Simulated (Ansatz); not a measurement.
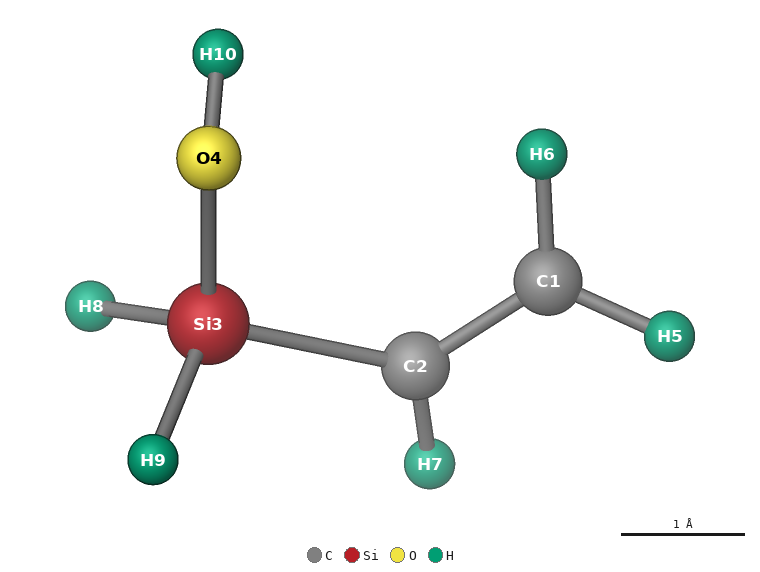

Source: calculation with Ansatz.

Orthographic view. Distant atoms are faded towards the background colour. Geometry: moved along internal coordinates away from the minimum.

Give the geometry as a Z-matrix, atoms in numerical order, with these reference atoms: 2 to 1; 3 to 2, 1; 4 to 3, 2, 1; 5 to 1, 2, 3; 6 to 1, 5, 2; 7 to 2, 1, 6; 8 to 3, 4, 6; 9 to 3, 8, 4; 10 to 4, 3, 9.

```
C  
C    1   1.330
Si   2   1.857   1   122.9
O    3   1.649   2   111.4   1     6.6
H    1   1.087   2   121.4   3   151.3
H    1   1.086   5   116.2   2  -179.6
H    2   1.090   1   118.3   6   150.5
H    3   1.491   4   111.1   6  -117.0
H    3   1.484   8   108.9   4   116.1
H    4   0.958   3   117.3   9  -166.6
```
